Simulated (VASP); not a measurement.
Band structure of CrO$_{2}$ (rutile). Computed with MS2 meta-GGA, VASP's PBE PAW potentials (set 64) (plane waves; VASP).

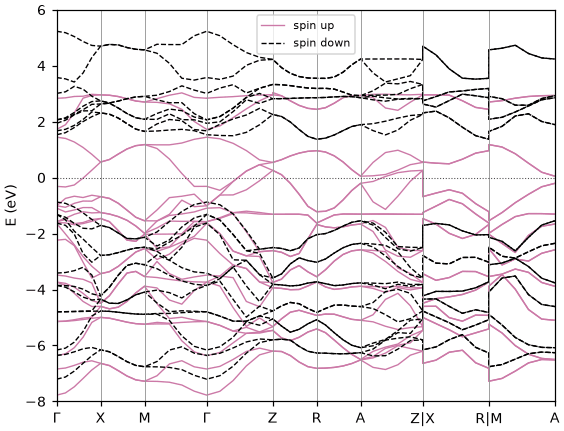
Bands along high-symmetry lines, zero at the valence-band maximum or, without a gap, the Fermi level

### Question
Read the plot: is there a gap, and where are the band edges?

### Answer
It has no gap at this level: it comes out as a metal or semimetal.

The compound is CrO2 in the rutile structure. It was relaxed first.
